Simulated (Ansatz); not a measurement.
## Si2H7SF: molecular dynamics

The run: molecular dynamics of Si2H7SF. Method and program: RKS PBE0-D4/def2-SVP (Ansatz 0.2.0).

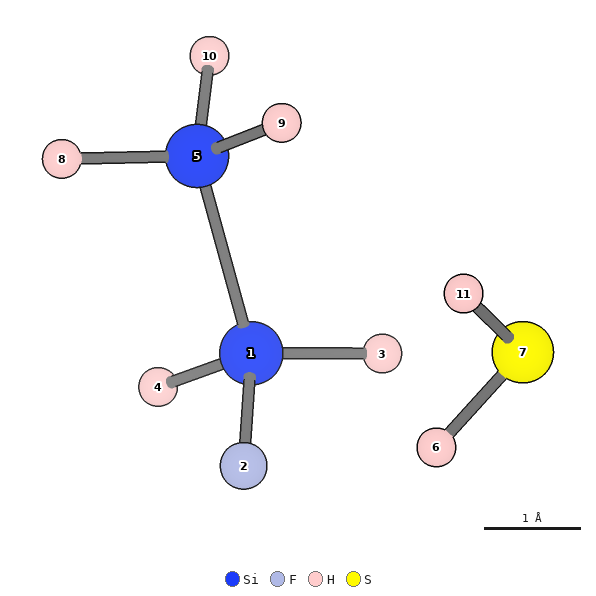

**Figure 1.** The input geometry (ball-and-stick view, seen at a tilt; atoms are numbered from 1 in the order of the input). Bond lengths as drawn: F–Si 1.61 Å, H–S 1.34 Å, H–Si 1.48 to 1.49 Å and Si–Si 2.34 Å.

### What the run reported

| quantity | value |
| --- | --- |
| outcome | refused by the program |
| hardware | 4 threads of Arm Neoverse V1, 23 GiB of memory available, shared host |

### What went wrong

A setting was made wrong on purpose: misspelt key. The program refused the input: “YAML parse error: error: line 18 column 78: unknown field `dt`, expected one of timestep, n_steps, ensemble, temperature, temperature_schedule, friction, pressure, stress_2d, fix_cell, beads, quantum_up_to, nose_hoover, initial_velocities, initial_site_velocities, seed, constraints, density_extrapolation, masses --> …”

### Input file
```yaml
crystal:
  periodic: [false, false, false]
  atoms:
    - {symbol: Si, position_ang: [-1.360026, -0.154947, -0.342577]}
    - {symbol: F, position_ang: [-0.825192, -1.654920, -0.596332]}
    - {symbol: H, position_ang: [-1.193977, 0.611112, -1.602416]}
    - {symbol: H, position_ang: [-2.811216, -0.265675, -0.034857]}
    - {symbol: Si, position_ang: [-0.225563, 0.822017, 1.458555]}
    - {symbol: H, position_ang: [1.403078, -1.492899, -1.716370]}
    - {symbol: S, position_ang: [2.140003, -0.388685, -1.913942]}
    - {symbol: H, position_ang: [-0.511767, 0.065544, 2.707154]}
    - {symbol: H, position_ang: [1.242349, 0.861073, 1.239372]}
    - {symbol: H, position_ang: [-0.733810, 2.212400, 1.617051]}
    - {symbol: H, position_ang: [2.876021, -0.615122, -0.815636]}
basis:
  gaussian: {orbitals: def2-SVP}
hamiltonian: {xc: pbe0, dispersion: d4}
md: {n_steps: 30, timestep: 1.0, temperature: 100, ensemble: nve, seed: 590, dt: 10, initial_velocities: maxwell_boltzmann}
```

Launched with:
```bash
ansatz run in.yaml --threads 4 --pin off --events-out ev --progress --plain --max-ram 9574MiB
```

### Log
```
Error: YAML parse error: error: line 18 column 78: unknown field `dt`, expected one of timestep, n_steps, ensemble, temperature, temperature_schedule, friction, pressure, stress_2d, fix_cell, beads, quantum_up_to, nose_hoover, initial_velocities, initial_site_velocities, seed, constraints, density_extrapolation, masses
  --> <input>:18:66
   |
16 | …orbitals: def2-SVP}
17 | …{xc: pbe0, dispersion: d4}
18 | … 30, timestep: 1.0, temperature: 100, ensemble: nve, seed: 590, dt: 10, initial_velocities: maxwell_boltzmann}
   |                                                                  ^ unknown field `dt`, expected one of timestep, n_steps, ensemble, temperature, temperature_schedule, friction, pressure, stress_2d, fix_cell, beads, quantum_up_to, nose_hoover, initial_velocities, initial_site_velocities, seed, constraints, density_extrapolation, masses
```
